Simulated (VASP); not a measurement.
# OsPd: structure and properties in VASP, part 5 of 5

Aim: relax OsPd, then compute properties on the relaxed cell. The cell is invented: it takes the structure of COD entry 4334349, Pt (space group 225 there), with all of its atoms replaced by other elements, volume scaled by an estimate. It may not be a known or stable phase. Left out of this account: 1 further run (relaxation: it shows nothing beyond the runs told).

VASP 6.6.1, plane waves and PAW; the level of theory is named at each step.

Still holding for the runs below: The k-mesh is coarse for a metal.

So far. Step 11 (Volume scan with r2SCAN (run 4)): The pressure falls from 6.58 to 0.10 GPa. Step 11 (Volume scan with r2SCAN (run 4)): The run ends at a pressure of 0.10 GPa.

## 12. Volume scan with r2SCAN (run 5)

Level of this step: r2SCAN; plane waves and PAW (Os, Pd); invented cell (VASP).

File INCAR:

```
SYSTEM = OsPd
PREC = Accurate
ENCUT = 400
EDIFF = 1E-06
NELM = 100
ISMEAR = 1
SIGMA = 0.2
LREAL = .FALSE.
ALGO = Normal
METAGGA = R2SCAN
LASPH = .TRUE.
NBANDS = 15
LORBIT = 11
LWAVE = .FALSE.
LCHARG = .FALSE.
ISIF = 2
```

File POSCAR:

```
OsPd
1.0
    2.6949268505      0.0000000000      0.0000000000
    0.0000000000      2.6949268505      0.0000000000
    0.0000000000      0.0000000000      4.0348178796
Os Pd
1 1
Direct
    0.0000000000      0.0000000000      0.0000000000
    0.5000000000      0.5000000000      0.5000000000
```

File KPOINTS:

```
Automatic mesh
0
Gamma
8 8 6
0 0 0
```

PAW data sets: Os and Pd (PBE family, release 64).

The run is started by

```
$ mpirun -np 1 vasp_std
```

The log of the run:

```text
[... set-up lines as in an earlier step ...]
 entering main loop
       N       E                     dE             d eps       ncg     rms          rms(c)
DAV:   1     0.171240457090E+02    0.17124E+02   -0.80664E+03  2000   0.959E+02
DAV:   2    -0.776196439595E+02   -0.94744E+02   -0.88128E+02  1919   0.275E+02
DAV:   3    -0.797978842510E+02   -0.21782E+01   -0.21459E+01  2332   0.394E+01
DAV:   4    -0.798153690759E+02   -0.17485E-01   -0.17480E-01  2240   0.369E+00
[...]
DAV:  11    -0.751257579238E+02   -0.23201E-04   -0.33206E-04  2283   0.196E-01    0.307E-02
DAV:  12    -0.751257666151E+02   -0.86913E-05   -0.39500E-05  2571   0.700E-02    0.195E-02
DAV:  13    -0.751257669266E+02   -0.31149E-06   -0.69137E-06  2165   0.383E-02
   1 F= -.75125767E+02 E0= -.75124104E+02  d E =-.498769E-02
```

Elapsed: 28 s, on 1 MPI rank of Intel Xeon 6975P-C (Granite Rapids), shared host; peak memory 0.14 GiB.

OUTCAR, selected parts (step 12):

```text
  Total       -1.0546250     -1.0546250     -0.9760248      0.0000000      0.0000000      0.0000000
  in kB      -57.6621360    -57.6621360    -53.3646330      0.0000000      0.0000000      0.0000000
  external PRESSURE =     -56.2296350 kB  Pullay stress =       0.0000000 kB

 POSITION                                       TOTAL-FORCE (eV/Angst)
 -----------------------------------------------------------------------------------
      0.00000      0.00000      0.00000         0.000000      0.000000      0.000000
      1.34746      1.34746      2.01741         0.000000      0.000000      0.000000
 -----------------------------------------------------------------------------------
    total drift:                                0.000000     -0.000000     -0.000000

  FREE ENERGIE OF THE ION-ELECTRON SYSTEM (eV)
  ---------------------------------------------------
  free  energy   TOTEN  =       -75.1257669266 eV

  energy  without entropy=      -75.1207792336  energy(sigma->0) =      -75.12410436

[... 1 part as in an earlier step ...]

[... 2 further parts left out ...]
[key lines of the parts left out:]
E-fermi :   9.4642
```

The pressure falls from 0.10 to -5.62 GPa, so it vanishes between these two volumes.

## 13. Volume scan with r2SCAN (run 6)

INCAR is that of step 12.

File POSCAR:

```
OsPd
1.0
    2.7124268659      0.0000000000      0.0000000000
    0.0000000000      2.7124268659      0.0000000000
    0.0000000000      0.0000000000      4.0610187298
Os Pd
1 1
Direct
    0.0000000000      0.0000000000      0.0000000000
    0.5000000000      0.5000000000      0.5000000000
```

KPOINTS is that of step 12.

The run is started by

```
$ mpirun -np 1 vasp_std
```

The log of the run:

```text
[... set-up lines as in an earlier step ...]
 entering main loop
       N       E                     dE             d eps       ncg     rms          rms(c)
DAV:   1     0.192083848009E+02    0.19208E+02   -0.79601E+03  1992   0.952E+02
DAV:   2    -0.775687247363E+02   -0.96777E+02   -0.89730E+02  1898   0.275E+02
DAV:   3    -0.798509600627E+02   -0.22822E+01   -0.22371E+01  2367   0.400E+01
DAV:   4    -0.798693487759E+02   -0.18389E-01   -0.18385E-01  2173   0.375E+00
[...]
DAV:  12    -0.750970274921E+02   -0.10852E-04   -0.43904E-05  2300   0.687E-02    0.105E-02
DAV:  13    -0.750970287629E+02   -0.12708E-05   -0.29901E-06  2158   0.207E-02    0.275E-03
DAV:  14    -0.750970289579E+02   -0.19502E-06   -0.36247E-07  1313   0.558E-03
   1 F= -.75097029E+02 E0= -.75095437E+02  d E =-.477543E-02
```

The job ended after 30 s (1 MPI rank; peak memory 0.14 GiB).

OUTCAR, selected parts (step 13):

```text
  Total       -2.0507079     -2.0507079     -1.8934573      0.0000000      0.0000000      0.0000000
  in kB     -109.9672406   -109.9672406   -101.5348259      0.0000000      0.0000000      0.0000000
  external PRESSURE =    -107.1564357 kB  Pullay stress =       0.0000000 kB

 POSITION                                       TOTAL-FORCE (eV/Angst)
 -----------------------------------------------------------------------------------
      0.00000      0.00000      0.00000         0.000000      0.000000      0.000000
      1.35621      1.35621      2.03051         0.000000      0.000000      0.000000
 -----------------------------------------------------------------------------------
    total drift:                                0.000000     -0.000000     -0.000000

  FREE ENERGIE OF THE ION-ELECTRON SYSTEM (eV)
  ---------------------------------------------------
  free  energy   TOTEN  =       -75.0970289579 eV

  energy  without entropy=      -75.0922535242  energy(sigma->0) =      -75.09543715

[... 1 part as in an earlier step ...]

[... 2 further parts left out ...]
[key lines of the parts left out:]
E-fermi :   9.1514
```

The pressure falls from -5.62 to -10.72 GPa.

The run ends at a pressure of -10.72 GPa.

## 14. Volume scan with r2SCAN (run 7)

A prediction first. A parabola through the 6 pressures of evenly scaled cells so far, P = 0.09 -306.1 t +796 t² GPa with t = ln(V/V₁) and V₁ the volume at scale 1, gives -15.04 GPa at t = +0.0583.

INCAR is that of step 13.

File POSCAR:

```
OsPd
1.0
    2.7297039359      0.0000000000      0.0000000000
    0.0000000000      2.7297039359      0.0000000000
    0.0000000000      0.0000000000      4.0868857886
Os Pd
1 1
Direct
    0.0000000000      0.0000000000      0.0000000000
    0.5000000000      0.5000000000      0.5000000000
```

KPOINTS is that of step 13.

The run is started by

```
$ mpirun -np 1 vasp_std
```

The log of the run:

```text
[... set-up lines as in an earlier step ...]
 entering main loop
       N       E                     dE             d eps       ncg     rms          rms(c)
DAV:   1     0.135620433278E+02    0.13562E+02   -0.80751E+03  2064   0.957E+02
DAV:   2    -0.777371034951E+02   -0.91299E+02   -0.83906E+02  1968   0.267E+02
DAV:   3    -0.798872813887E+02   -0.21502E+01   -0.21103E+01  2297   0.386E+01
DAV:   4    -0.799051053642E+02   -0.17824E-01   -0.17822E-01  2311   0.363E+00
[...]
DAV:  11    -0.750511973292E+02   -0.41296E-04   -0.23578E-04  2318   0.168E-01    0.342E-02
DAV:  12    -0.750512064682E+02   -0.91390E-05   -0.58845E-05  2227   0.915E-02    0.123E-02
DAV:  13    -0.750512059099E+02    0.55830E-06   -0.50917E-06  2276   0.263E-02
   1 F= -.75051206E+02 E0= -.75049697E+02  d E =-.452633E-02
```

It took 28 s on 1 MPI rank; peak memory 0.14 GiB.

From OUTCAR (step 14):

```text
  Total       -2.9654337     -2.9654337     -2.7349576      0.0000000      0.0000000      0.0000000
  in kB     -156.0181823   -156.0181823   -143.8923113      0.0000000      0.0000000      0.0000000
  external PRESSURE =    -151.9762253 kB  Pullay stress =       0.0000000 kB

 POSITION                                       TOTAL-FORCE (eV/Angst)
 -----------------------------------------------------------------------------------
      0.00000      0.00000      0.00000         0.000000      0.000000      0.000000
      1.36485      1.36485      2.04344         0.000000      0.000000      0.000000
 -----------------------------------------------------------------------------------
    total drift:                                0.000000     -0.000000     -0.000000

  FREE ENERGIE OF THE ION-ELECTRON SYSTEM (eV)
  ---------------------------------------------------
  free  energy   TOTEN  =       -75.0512059099 eV

  energy  without entropy=      -75.0466795805  energy(sigma->0) =      -75.04969713

[... 1 part as in an earlier step ...]

[... 2 further parts left out ...]
[key lines of the parts left out:]
E-fermi :   8.8505
```

The pressure falls from -10.72 to -15.20 GPa. The parabola predicted -15.04 GPa, +0.16 GPa off.

## 15. The series together

Times are for 1 MPI rank of Intel Xeon 6975P-C (Granite Rapids), shared host. Results by setting:

| no. | volume scale | energy above the lowest point (meV/atom) | pressure (GPa) | time | memory (GiB) |
| --- | --- | --- | --- | --- | --- |
| 1 | 0.94 | 57.39 | 22.09 | 31 s | 0.14 |
| 2 | 0.96 | 24.88 | 13.88 | 29 s | 0.14 |
| 3 | 0.98 | 6.27 | 6.579 | 29 s | 0.14 |
| 4 | 1 | 0 | 0.09879 | 30 s | 0.14 |
| 5 | 1.02 | 4.65 | -5.623 | 28 s | 0.14 |
| 6 | 1.04 | 18.98 | -10.72 | 30 s | 0.14 |
| 7 | 1.06 | 41.85 | -15.20 | 28 s | 0.14 |

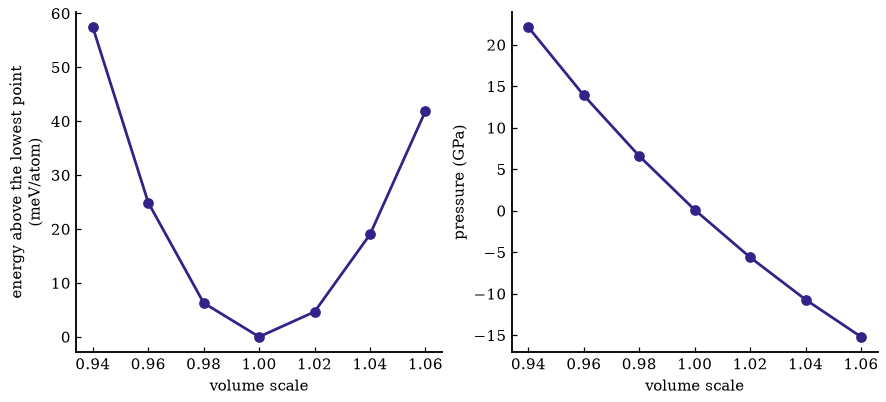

The series as plots.

## 16. Fit for r2SCAN

This step: Birch-Murnaghan fit, r2SCAN; plane waves and PAW; invented cell (VASP 6.6.1).

Derived from the runs above.

Numbers from this step:

* pressure derivative of the bulk modulus: 5.069
* r.m.s. error of the fit: 6.97e-6 eV/atom
* minimum inside the sampled range: yes
* bulk modulus: 302.4 GPa
* equilibrium volume of the fit: 14.38 Å³/atom

Table of energy above the fitted minimum by volume:

| volume (Å³/atom) | energy above the fitted minimum (eV/atom) |
| --- | --- |
| 13.502 | 0.0574 |
| 13.790 | 0.0249 |
| 14.077 | 0.00628 |
| 14.364 | 1.4e-5 |
| 14.652 | 0.00466 |
| 14.939 | 0.0190 |
| 15.226 | 0.0419 |

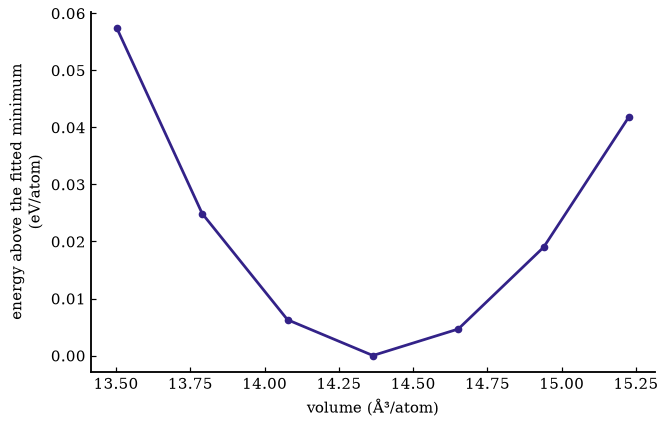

Energy above the fitted minimum, plotted against volume.

The fitted volume lies +0.11 % from the relaxed one. At a finite cutoff and mesh the minimum of the energy and the zero of the stress don't quite coincide, and the relaxation stops at a threshold.

## 17. Outcome

| Item | Value |
| --- | --- |
| relaxed volume | 14.36 Å³/atom |
| relaxed conventional cell a, b, c | 2.677, 2.677, 4.008 Å |
| space group after relaxing, within 0.02 Å | P4/mmm (No. 123) |
| band gap | none, a metal |
| DOS at the Fermi level | 2.57 states/eV/cell |
| band gap (r2SCAN + SOC) | none, a metal |
| bulk modulus from the fit | 302 GPa |
| volume from the fit | 14.4 Å³/atom |

With r2SCAN, OsPd relaxes to 14.36 Å³/atom in space group P4/mmm (held by the symmetry of the run), comes out as a metal and has a bulk modulus of 302 GPa at fixed shape and positions, an upper bound. Band structure (r2SCAN): Of the bands kept, 5 cross the Fermi level on this path. Bands along the symmetry lines (r2SCAN + SOC): Of the bands kept, 8 cross the Fermi level on this path (spinor bands, one electron each). The k-sampling is coarse for a metal, so the Fermi level, pressures and the shape of the cell carry errors. No search among competing phases was made. All values are for a static lattice at zero temperature.

[Lines on the potential files, build, host, timing and source positions are cut from VASP's logs without a mark.]

[Logs are printed without paths, hosts, clocks, repeated set-up lines and the standing remarks that a program may print on its own settings, such as how far it seeks lower states.]

[Hosts, paths, dates, database ids (printed as entryN), source tags and the programs' standing remarks are cut or masked in the printed files.]

[A measured line is paired with the nearest computed mode of its activity, which favours agreement.]
